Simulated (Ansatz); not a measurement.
# GaH5OSSi: up Jacob's ladder to CCSD(T)

How much do the methods differ for GaH5OSSi? The plan is to run it at one geometry with functionals of several rungs and with coupled cluster, and see how far each lands from CCSD(T) at the basis-set limit for the atomisation energy.

Method: functionals in def2-TZVPP, the program's frozen cores in correlated methods; program: Ansatz 0.2.0, Gaussian basis.

Plan: LDA (SPW92), PBE-D4, revPBE-D4, BLYP-D4, r2SCAN-D4, B97M-V, PBE0-D4, B3LYP-D4, r2SCANh-D4, r2SCAN0-D4, HSE06-D4, BHLYP-D4, CAM-B3LYP-D4, LC-ωPBE, ωB97X-V, ωB97M-V, B2PLYP, PBE-QIDH; CCSD(T)/def2-SVP; CCSD(T)/def2-TZVPP; CCSD(T)/def2-QZVPP; extrapolation to the limit; RPA on PBE.

## Step 1: Structure used throughout

An earlier PBE0-D4 in a triple-zeta def2 set relaxation fixed the geometry.

SMILES `[SiH3][O][GaH][SH]`, 9 atoms, charge 0, spin multiplicity 1.

Atoms are counted from 1 here; the program's logs count them from 0.

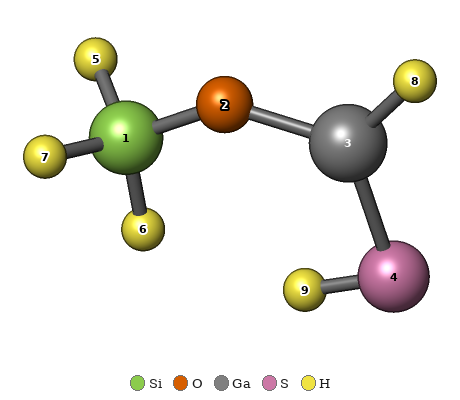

The geometry (silicon green, oxygen orange, gallium grey, sulfur pink, hydrogen yellow); atoms are numbered from 1 in the order of the file.

## Step 2: LDA

This LDA is Slater exchange with PW92 correlation.

The input, in.yaml:

```yaml
crystal:
  periodic: [false, false, false]
  atoms:
    - {symbol: Si, position_ang: [0.273316, 0.845918, -1.239524]}
    - {symbol: O, position_ang: [0.133650, -0.681264, -0.690754]}
    - {symbol: Ga, position_ang: [-0.198095, -1.555634, 0.824541]}
    - {symbol: S, position_ang: [-0.552281, -0.334737, 2.610402]}
    - {symbol: H, position_ang: [-0.743257, 1.104466, -2.292817]}
    - {symbol: H, position_ang: [0.065178, 1.837402, -0.140695]}
    - {symbol: H, position_ang: [1.630576, 1.062859, -1.805624]}
    - {symbol: H, position_ang: [-0.216102, -3.102434, 0.789404]}
    - {symbol: H, position_ang: [-0.392986, 0.823413, 1.945056]}
basis:
  gaussian: {orbitals: def2-TZVPP}
hamiltonian: {xc: lda}
output: {orbitals: {seedname: orbitals}}
```

The run is started by

```bash
> ansatz run in.yaml --threads 2 --pin off --events-out ev --progress --plain --max-ram 32768MiB --backend cpu
```

The runs that follow: PBE-D4 (GGA); revPBE-D4 (GGA); BLYP-D4 (GGA); r2SCAN-D4 (meta-GGA); B97M-V (meta-GGA); PBE0-D4 (hybrid); B3LYP-D4 (hybrid); r2SCANh-D4 (hybrid); r2SCAN0-D4 (hybrid); HSE06-D4 (hybrid); BHLYP-D4 (hybrid); CAM-B3LYP-D4 (range-separated); LC-ωPBE (range-separated); ωB97X-V (range-separated); ωB97M-V (range-separated); B2PLYP (double hybrid); PBE-QIDH (double hybrid); CCSD(T) in def2-SVP; CCSD(T) in def2-TZVPP; CCSD(T) in def2-QZVPP; RPA on PBE orbitals.

Before running them: what should the planned runs give, taken together? Wanted: atomisation energy, CCSD(T)/CBS; farthest beyond LDA; mean size of error, GGA; mean size of error, meta-GGA; mean size of error, hybrid; mean size of error, range-separated; mean size of error, double hybrid; gap, smallest and largest; T1 diagnostic.

The runs gave:

| quantity | value |
| --- | --- |
| atomisation energy, CCSD(T)/CBS | 2781.3 kJ/mol |
| functionals within 27.8 kJ/mol (1.0 %) | r2SCAN-D4, B97M-V, r2SCANh-D4, CAM-B3LYP-D4, ωB97X-V, ωB97M-V |
| farthest beyond LDA | revPBE-D4 (-98.6 kJ/mol) |
| mean size of error, GGA | 66.9 kJ/mol |
| mean size of error, meta-GGA | 6.7 kJ/mol |
| mean size of error, hybrid | 57.9 kJ/mol |
| mean size of error, range-separated | 24.6 kJ/mol |
| mean size of error, double hybrid | 55.8 kJ/mol |
| gap, smallest and largest | 4.66 eV (LDA (SPW92)), 11.56 eV (LC-ωPBE) |
| T1 diagnostic | 0.0135 |
| triples share of the correlation energy | 3.8 % |

**Reading.** The LDA atomisation energy is off by 329.0 kJ/mol (12 %): it overbinds. PBE-D4 misses by -37.9 kJ/mol. Double hybrids carry the basis error of their MP2 part in triple zeta, and no dispersion term here, so their miss is partly the set-up's. The rungs meta-GGA, range-separated miss on average by less than the doubt on the reference (27.8 kJ/mol), so they tie. Misses under about 27.8 kJ/mol are within the doubt on the reference itself, which lacks core-valence correlation, relativity and higher excitations, and its outer-core shells are covered unevenly. Hartree-Fock recovers 73 % of the binding; the rest is correlation. CCSD(T) in def2-SVP is off by -214.1 kJ/mol, worse than the median functional, from the basis alone. Orbital gaps span 4.7 to 11.6 eV; exact exchange widens them. Correlated methods include outer-core shells of Ga, which these sets cover unevenly.
